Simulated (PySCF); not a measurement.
# C4H10BBr: magnetic properties

What do calculations give for the magnetic properties of C4H10BBr (`CCB(Br)CC`)?

Computed with PySCF 2.14.0 and routines of our own; the level stands in each step. Atoms count from 0.

### 1 The starting structure

16 atoms, charge 0, multiplicity 1; geometry from: GFN2-xTB.

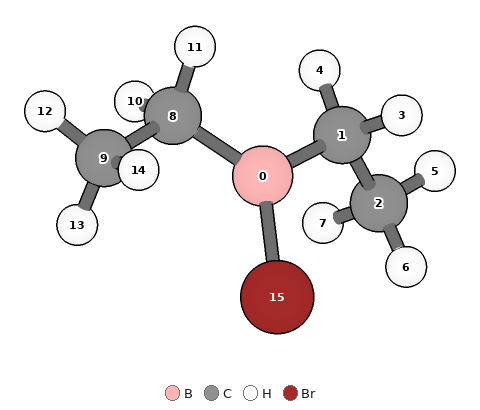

The starting geometry (boron pink, carbon grey, hydrogen white, bromine red).

### 2 Magnetic properties: GIAO PBE0/def2-SVP

Job settings and geometry (Å):

```
{"job": {"kind": "mag", "xc": "PBE0", "basis": "def2-SVP"}, "charge": 0, "multiplicity": 1}
B     -0.099950    -0.283960     0.211460
C      1.484700    -0.274190     0.169640
C      2.114390    -1.279810    -0.804840
H      1.847200    -0.521700     1.176080
H      1.876320     0.722060    -0.050530
H      3.200010    -1.239500    -0.747540
H      1.798040    -2.295280    -0.575570
H      1.819030    -1.054170    -1.828160
C     -0.918480     1.069230     0.221260
C     -2.436750     0.961300     0.384670
H     -0.705180     1.604400    -0.712610
H     -0.522890     1.723720     1.006560
H     -2.897080     1.947000     0.368960
H     -2.871000     0.371210    -0.419900
H     -2.689700     0.482420     1.328550
Br    -0.998660    -1.932740     0.271980
```

Method: GIAO PBE0/def2-SVP magnetisability, rotational g tensor and spin-rotation constants, non-relativistic, gas phase.

Run with:

```
$ OMP_NUM_THREADS=1 python excited_run.py task.json out
```

The driver reads the jobs from task.json and runs them one after another.

The log of the run:

```text
coarse grid: 57952 points
cycle   1  E = -2756.4823672768  dE = -7.037e-01  |g| = 4.054e-01  |ddm| = 3.870e+00
cycle   2  E = -2756.4801661080  dE =  2.201e-03  |g| = 4.241e-01  |ddm| = 8.693e-01
cycle   3  E = -2756.5279280794  dE = -4.776e-02  |g| = 2.998e-02  |ddm| = 4.315e-01
cycle   4  E = -2756.5281284777  dE = -2.004e-04  |g| = 1.606e-02  |ddm| = 6.956e-02
cycle   5  E = -2756.5281990058  dE = -7.053e-05  |g| = 4.733e-03  |ddm| = 2.680e-02
cycle   6  E = -2756.5282038432  dE = -4.837e-06  |g| = 7.991e-04  |ddm| = 5.599e-03
final grid: 122840 points
cycle   7  E = -2756.5282277034  dE = -1.056e-08  |g| = 8.673e-04  |ddm| = 2.519e-03
cycle   8  E = -2756.5282276207  dE =  8.267e-08  |g| = 1.009e-03  |ddm| = 2.014e-03
cycle   9  E = -2756.5282278983  dE = -2.776e-07  |g| = 1.053e-04  |ddm| = 1.142e-03
cycle  10  E = -2756.5282279009  dE = -2.545e-09  |g| = 9.620e-06  |ddm| = 1.431e-04
cycle  11  E = -2756.5282279009  dE = -1.182e-11  |g| = 2.170e-06  |ddm| = 1.181e-05
converged SCF energy = -2756.5282279009

Magnetisability tensor (1e-30 J/T^2)
    -1375.14       33.83        9.30
       33.83    -1293.89      -20.73
        9.30      -20.73    -1586.10
isotropic -1418.38   principal values   -1588.21  -1386.14  -1280.77
isotropic susceptibility -85.417 1e-6 cm^3/mol

Inertial axes            a          b          c
rot. const./GHz      2.3437     1.8025     1.0723
chi total           -84.348    -77.134    -94.768
chi diamagnetic    -594.806   -826.446  -1247.695
chi paramagnetic    510.458    749.312   1152.927
quadrupole/D A       -1.570      1.028      0.542
g nuclear            0.5572     0.6234     0.5832
g electronic        -0.5620    -0.6345    -0.5808
g total             -0.0049    -0.0111     0.0024

Spin-rotation constants (kHz, H = +C I.J)
atom  isotope        aa         bb         cc
  0    11B        0.898      0.849      0.194
  3     1H       -0.225     -0.218      0.012
  4     1H       -0.259      0.062     -0.121
  5     1H       -0.003     -0.174     -0.110
  6     1H       -0.241      0.036     -0.115
  7     1H       -0.250     -0.208      0.016
 10     1H       -0.262     -0.104     -0.031
 11     1H       -0.274     -0.081     -0.035
 12     1H       -0.101     -0.090     -0.116
 13     1H       -0.243     -0.121     -0.026
 14     1H       -0.229     -0.135     -0.027
 15   79Br        5.404      2.545      0.321
  1    13C*       0.317      0.271      0.128
  2    13C*       0.274      0.198      0.131
* in the singly substituted isotopologue
```

It took 17 s on 1 thread of Arm Neoverse V2, shared host; peak memory 0.73 GiB.

Key values:

```tsv
quantity	value
magnetisability	-1418·10⁻³⁰ J/T²
molar susceptibility	-85.4·10⁻⁶ cm³/mol
rotational g (a, b, c)	-0.0049, -0.0111, 0.0024
```

### 3 Magnetic properties: GIAO CAM-B3LYP/def2-SVP

The job, as its differences from that of step 2:

```diff
@@ -1,2 +1,2 @@
-{"job": {"kind": "mag", "xc": "PBE0", "basis": "def2-SVP"}, "charge": 0, "multiplicity": 1}
+{"job": {"kind": "mag", "xc": "CAM-B3LYP", "basis": "def2-SVP"}, "charge": 0, "multiplicity": 1}
 B     -0.099950    -0.283960     0.211460
```

Level: GIAO CAM-B3LYP/def2-SVP magnetisability, rotational g tensor and spin-rotation constants, non-relativistic, gas phase.

The log of the run:

```text
coarse grid: 57952 points
cycle   1  E = -2757.0224657526  dE = -5.222e-01  |g| = 3.477e-01  |ddm| = 3.846e+00
cycle   2  E = -2757.0407802553  dE = -1.831e-02  |g| = 2.561e-01  |ddm| = 6.366e-01
cycle   3  E = -2757.0576345941  dE = -1.685e-02  |g| = 3.023e-02  |ddm| = 2.639e-01
cycle   4  E = -2757.0578852141  dE = -2.506e-04  |g| = 7.149e-03  |ddm| = 4.387e-02
cycle   5  E = -2757.0578986341  dE = -1.342e-05  |g| = 1.696e-03  |ddm| = 1.129e-02
cycle   6  E = -2757.0578994123  dE = -7.782e-07  |g| = 5.611e-04  |ddm| = 2.742e-03
final grid: 122840 points
cycle   7  E = -2757.0578964814  dE = -6.267e-08  |g| = 4.639e-04  |ddm| = 1.595e-03
cycle   8  E = -2757.0578964927  dE = -1.131e-08  |g| = 4.217e-04  |ddm| = 8.117e-04
cycle   9  E = -2757.0578965364  dE = -4.371e-08  |g| = 2.134e-05  |ddm| = 3.680e-04
cycle  10  E = -2757.0578965366  dE = -1.464e-10  |g| = 1.040e-05  |ddm| = 4.472e-05
converged SCF energy = -2757.0578965366

Magnetisability tensor (1e-30 J/T^2)
    -1376.25       32.13        9.56
       32.13    -1296.49      -21.08
        9.56      -21.08    -1580.89
isotropic -1417.88   principal values   -1583.14  -1386.28  -1284.20
isotropic susceptibility -85.386 1e-6 cm^3/mol

Inertial axes            a          b          c
rot. const./GHz      2.3437     1.8025     1.0723
chi total           -84.355    -77.342    -94.463
chi diamagnetic    -595.473   -827.141  -1248.540
chi paramagnetic    511.118    749.799   1154.077
quadrupole/D A       -1.686      0.958      0.729
g nuclear            0.5572     0.6234     0.5832
g electronic        -0.5628    -0.6349    -0.5814
g total             -0.0056    -0.0115     0.0018

Spin-rotation constants (kHz, H = +C I.J)
atom  isotope        aa         bb         cc
  0    11B        0.911      0.857      0.194
  3     1H       -0.226     -0.220      0.012
  4     1H       -0.260      0.061     -0.122
  5     1H       -0.002     -0.175     -0.111
  6     1H       -0.241      0.035     -0.116
  7     1H       -0.250     -0.209      0.016
 10     1H       -0.264     -0.106     -0.031
 11     1H       -0.275     -0.082     -0.036
 12     1H       -0.100     -0.091     -0.116
 13     1H       -0.243     -0.122     -0.026
 14     1H       -0.229     -0.136     -0.028
 15   79Br        5.385      2.423      0.337
  1    13C*       0.319      0.271      0.130
  2    13C*       0.275      0.199      0.131
* in the singly substituted isotopologue
```

Run time: 24 s. Hardware: 1 thread of Arm Neoverse V2, shared host; peak memory 0.81 GiB.

Key values:

```tsv
quantity	value
magnetisability	-1418·10⁻³⁰ J/T²
molar susceptibility	-85.4·10⁻⁶ cm³/mol
rotational g (a, b, c)	-0.0056, -0.0115, 0.0018
```

### 4 Magnetic properties side by side

```tsv
level	ξ (10⁻³⁰ J/T²)	g(a)	g(b)	gap (eV)	functions	time
GIAO PBE0/def2-SVP	-1418	-0.0049	-0.0111	6.89	152	17 s
GIAO CAM-B3LYP/def2-SVP	-1418	-0.0056	-0.0115	9.40	152	24 s
```

### 5 What came out

| quantity | value |
| --- | --- |
| magnetisability (step 2, GIAO PBE0/def2-SVP) | -1418·10⁻³⁰ J/T² |
| molar susceptibility (step 2, GIAO PBE0/def2-SVP) | -85.4·10⁻⁶ cm³/mol |
| rotational g (a, b, c) (step 2, GIAO PBE0/def2-SVP) | -0.0049, -0.0111, 0.0024 |
| magnetisability over the levels | -1418 to -1418·10⁻³⁰ J/T² |

What this shows: Steps that list no spin-orbit terms leave them out, which matters at and beside the heavy atoms. The magnetisability spreads by 0.0 % over 2 levels, from GIAO PBE0/def2-SVP (17 s) to GIAO CAM-B3LYP/def2-SVP (24 s); the runs took 17 s to 24 s. Two levels can agree by chance, so this spread shows no convergence. Vibrational averaging and real surroundings are missing from these values.
